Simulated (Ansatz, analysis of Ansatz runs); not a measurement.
# Migration in LaOF (R-3m): H transfer from O to F, charge +1, part 2 of 2

Wanted: path and barrier of a jump of H in LaOF (R-3m) at charge +1. The case: H transfer from O to F, in a cell of 36 host atoms with 1 H put in.

Ansatz 0.2.0; plane-wave PAW DFT, PBEsol; relaxation of all atoms of a defect supercell at fixed charge in a uniform background.

So far: Starting point; Relaxation of the start point, charge +1.

## Step 3: Relaxation of the end point, charge +1

The end point is relaxed in the same cell and settings, so that the two energies compare. Atoms more than 3.2 Å from the middle of the hop start where the first relaxation left them, the nearer ones on or close to their ideal places, with small random displacements.

The input, qp1.end/input.yaml:

```yaml
crystal:
  lattice:
    - [-4.01323028, 6.95111875, 0.0]
    - [-12.03969085, 0.0, 0.0]
    - [-2.00661514, 1.15851979, 6.68937332]
  atoms:
    - { symbol: La, position: [0.13091556, 0.08471957, 0.22543835] }
    - { symbol: La, position: [0.36970099, 0.24743661, 0.77533612] }
    - { symbol: O, position: [0.1884472, 0.12563147, 0.86931681] }
[... 5 atom lines left out ...]
    - { symbol: O, position: [0.1884472, 0.4589648, 0.86931681] }
[... 1 atom line left out ...]
    - { symbol: F, position: [0.06449263, 0.37632842, 0.6130442] }
[... 8 atom lines left out ...]
    - { symbol: La, position: [0.87087889, 0.2472526, 0.77472663] }
[... 1 atom line left out ...]
    - { symbol: O, position: [0.81001044, 0.21213871, 0.12627055] }
[... 1 atom line left out ...]
    - { symbol: F, position: [0.93550737, 0.29033824, 0.3869558] }
[... 1 atom line left out ...]
    - { symbol: La, position: [0.87087889, 0.58058593, 0.77472663] }
    - { symbol: O, position: [0.6884472, 0.4589648, 0.86931681] }
[... 1 atom line left out ...]
    - { symbol: F, position: [0.56449263, 0.37632842, 0.6130442] }
    - { symbol: F, position: [0.93550737, 0.62367158, 0.3869558] }
[... 4 atom lines left out ...]
    - { symbol: F, position: [0.56449263, 0.70966176, 0.6130442] }
[... 1 atom line left out ...]
    - { symbol: H, position: [0.937634, 0.404371, 0.698508] }
total_charge: 1
basis:
  ecutwfc: 420
  xc_grid: 2
hamiltonian:
  xc: pbesol
kpoints:
  mp_grid: { grid: [1, 1, 1], shift: [0.25, 0.25, 0.25] }
scf:
  occupations: { method: fixed }
  max_iter: 100
output:
  forces: true
relax:
  f_tol: 0.02
  max_steps: 70
  random_displacement: { amplitude: 0.01, seed: 4400 }
```

Command:

```console
$ ansatz run input.yaml --threads 4 --pin off --max-ram 7536MiB --backend cpu --events-out ev --progress --plain --runs-dir out
```

Numbers of over 12 decimals in the logs are rounded to 6 here.

The program printed:

```text
[...]
Crystal: 37 atoms, lattice volume = 559.829 Å³
Basis set: ecut = 420 eV, 10937 PW (Γ), exchange–correlation on 108×162×96 points (8 copies of the dense FFT grid, shifted against one another)
Bands: 181, of which v1, the nominal top of the filled ones, is band 144 counted from 1 (143 counted from 0)
Symmetry: 1 space group operations
k-points: 1
[...]
SCF iter   1: F=—  HF=-90368.951638 eV  |F-HF|=—  |Δ(HF+E_count)|=         —  Δρ=9.32e-3  dr2=5.38e-1  ethr=1.77e-3  ⟨swp⟩=6.0  Hψ=637  notcnv=0  defer=35
[...]
SCF iter   7: F=-90368.839495 eV  HF=-90368.839490 eV  |F-HF|=4.81e-6  |Δ(HF+E_count)|=   1.37e-5  Δρ=3.94e-5  dr2=7.88e-6  ethr=3.47e-9  ⟨swp⟩=5.0  Hψ=744  notcnv=0
SCF 1 converged in 7 iterations: F = -90368.839495 eV  dr2 = 7.88e-6
[...]
- { symbol: La, position: [0.632947, 0.084235, 0.228751] }
    - { symbol: La, position: [0.890074, 0.228749, 0.775110] }
    - { symbol: O, position: [0.692703, 0.123404, 0.870003] }
    - { symbol: O, position: [0.815287, 0.210591, 0.126841] }
    - { symbol: F, position: [0.568327, 0.041957, 0.614306] }
    - { symbol: F, position: [0.941380, 0.287099, 0.390360] }
    - { symbol: La, position: [0.632840, 0.415988, 0.236021] }
    - { symbol: La, position: [0.884187, 0.586110, 0.775107] }
    - { symbol: O, position: [0.698195, 0.458859, 0.842168] }
    - { symbol: O, position: [0.814311, 0.536803, 0.128697] }
    - { symbol: F, position: [0.574026, 0.376803, 0.610581] }
    - { symbol: F, position: [0.943065, 0.620753, 0.386941] }
    - { symbol: La, position: [0.633482, 0.751190, 0.228649] }
    - { symbol: La, position: [0.871196, 0.915045, 0.776138] }
    - { symbol: O, position: [0.695885, 0.790311, 0.871432] }
    - { symbol: O, position: [0.815283, 0.873625, 0.132874] }
    - { symbol: F, position: [0.573890, 0.702549, 0.617048] }
    - { symbol: F, position: [0.939749, 0.957587, 0.385235] }
    - { symbol: H, position: [0.724298, 0.473074, 0.695632] }
[key lines of the parts left out:]
SCF converged after 3 iterations
Free energy (F): -90372.072390 eV
Fermi energy:    8.396497 eV
```

Wall time 24 s (4 threads of AMD EPYC 9R45, shared host); peak memory 0.96 GiB; 85 s of CPU time.

The steps of the relaxation:

```tsv
step	energy less that of the first step (eV)	largest force component (eV/Å)
1	0.0000	3.6665
2	-1.3754	1.4488
3	-1.9733	2.0791
4	-2.3027	2.3168
5	-2.7598	1.4591
6	-2.9829	1.5054
7	-2.9790	2.5944
8	-3.0990	0.4315
9	-3.1249	0.2678
10	-3.1541	0.2607
11	-3.1766	0.4999
12	-3.1882	1.3963
13	-3.2307	0.2241
14	-3.2329	0.0135
15	-3.2329	0.0136
```

Relaxation step 7 was tried and not accepted.

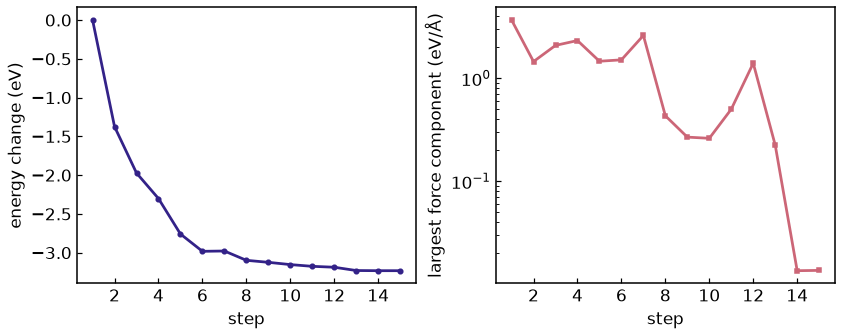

Energy and largest force along the relaxation.

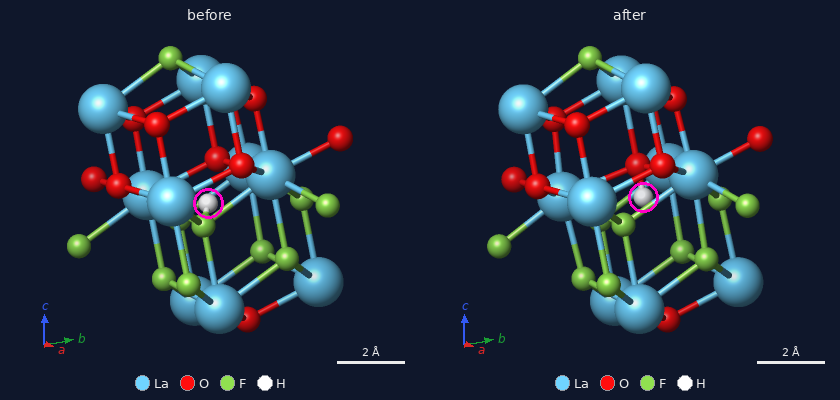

Before and after: the atoms that start within 5 Å of the centre. H37, which moves most, is ringed if it is among them.

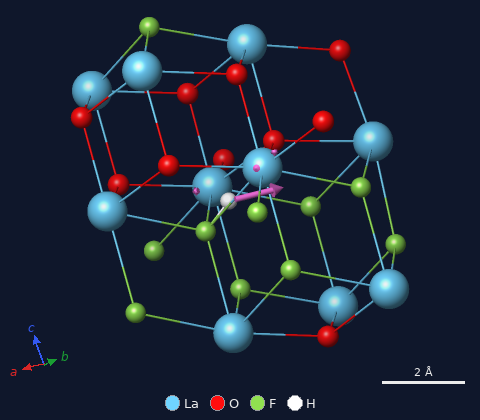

Displacements in the relaxation from the typed sites near the centre, scaled; the longest in the cell stands for 1.49 Å.

The atoms that moved most (Å, from the sites as typed, ahead of the random displacement):

```tsv
atom	dx	dy	dz	length
H37	0.035	-1.488	-0.019	1.489
La20	0.145	0.132	0.003	0.196
O27	0.017	0.035	-0.181	0.185
La26	-0.120	0.091	0.003	0.151
F35	0.040	0.068	0.027	0.084
F29	-0.039	0.062	-0.016	0.075
O3	0.029	0.062	0.005	0.068
F30	0.005	0.051	0.000	0.051
```

Final coordinates:

```xyz
37
Lattice="-4.0132 6.9511 0.0000 -12.0397 0.0000 0.0000 -2.0066 1.1585 6.6894" Properties=species:S:1:pos:R:3 pbc="T T T"
La   -2.0020    1.2084    1.5121
La   -6.0228    3.5060    5.1906
O    -3.9849    2.3806    5.8195
O    -4.0272    2.3489    0.8759
F    -1.9728    1.2232    4.1039
F    -6.0371    3.5033    2.6154
La   -6.0135    1.2029    1.5308
La  -10.0594    3.3703    5.1838
O    -8.0548    2.3396    5.8200
O    -8.0337    2.4063    0.8481
F    -6.0151    1.1502    4.1314
F   -10.0301    3.5042    2.6154
La  -10.0488    1.1882    1.5011
La  -14.0327    3.5427    5.1853
O   -12.0407    2.3253    5.8208
O   -12.0341    2.3684    0.8766
F   -10.0661    1.1666    4.0907
F   -14.0407    3.5147    2.5983
La   -4.0133    4.6647    1.5302
La   -7.8815    7.0850    5.1850
O    -6.0115    5.8230    5.8198
O    -6.0619    5.8141    0.8485
F    -4.0187    4.6622    4.1093
F    -8.0179    6.9959    2.6113
La   -8.0217    4.6724    1.5788
La  -12.1604    7.0441    5.1850
O   -10.0164    5.8289    5.6336
O    -9.9892    5.8095    0.8609
F    -8.0655    4.6975    4.0844
F   -12.0349    7.0036    2.5884
La  -12.0452    4.6683    1.5295
La  -16.0706    6.9550    5.1919
O   -14.0565    5.8468    5.8293
O   -14.0567    5.8211    0.8888
F   -11.9998    4.7040    4.1277
F   -16.0735    6.9786    2.5770
H    -9.9983    5.8406    4.6533
```

Neighbours of H37 at the end:

```tsv
atom	distance (Å)
O27	0.980
F29	2.316
F11	2.320
F35	2.361
La20	2.512
La8	2.527
La26	2.531
F24	3.070
F12	3.100
F30	3.125
```

Among the atoms that came to bonding distance: O27–H37 0.98 Å (from 1.91).

Read from the output:

```
free energy                                                                                       : -90372.0724 eV
r.m.s. move of the farther half of the atoms                                                      : 0.02842 Å
largest move from the ideal geometry of this structure, a common shift of the far atoms taken out : 1.526 Å
```

The relaxation gained 3.233 eV and ended with a largest force component of 0.014 eV/Å. The end lies within 1 meV of the start.

## Step 4: No path, charge +1

Analysis of the runs above: comparison of two relaxed ends, PBEsol.

It gives:

```
outcome            : both ends relax to one structure
largest difference : 0.003879 Å
energy difference  : 1.31e-4 eV
```

## Step 5: Results

| Quantity | Value |
| --- | --- |
| outcome | both ends relax to one structure |

In words: Start and end relaxed into one structure, so no band was run. The largest move in the relaxations was 1.5 Å. This doesn't show that a second stable place is lacking: the end was set up from the relaxed start, and an atom can slide across on the way. What this leaves open: one k-point off the zone centre stands for the whole zone; periodic copies of the defect are only 7.1 Å apart; spin–orbit coupling, which can matter with heavy atoms, is left out.

[Logs are printed without paths, hosts, clocks, repeated set-up lines and the standing remarks that a program may print on its own settings, such as how far it seeks lower states.]

[Hosts, paths, dates, database ids (printed as entryN), source tags and the programs' standing remarks are cut or masked in the printed files.]
